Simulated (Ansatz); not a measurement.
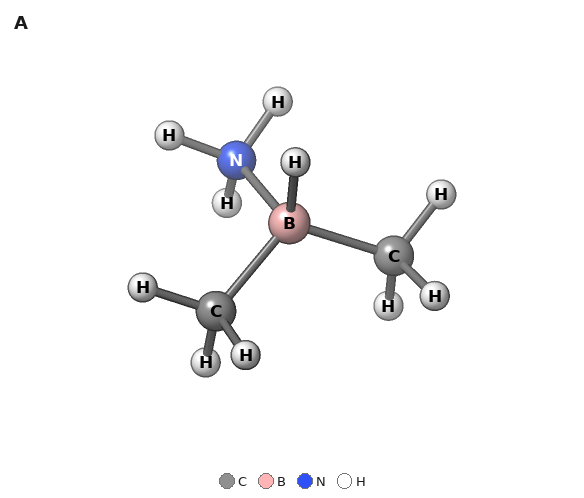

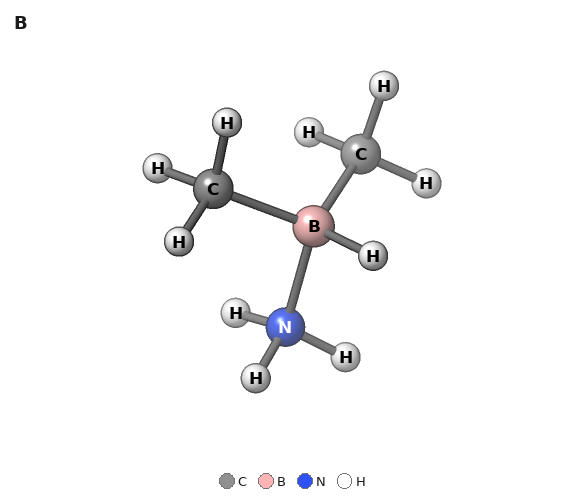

Distant atoms are faded towards the background colour. The geometry was computed by an optimisation with PBE-D4/def2-SVP. No frequency run is at hand to confirm it as a minimum.

Can A be turned into B by a rotation alone?

Answer. Yes. They are the same structure, C2H10BN (C[BH-](C)[NH3+]), seen from two directions. With point group Cs it is achiral, so its mirror image would be the same too.
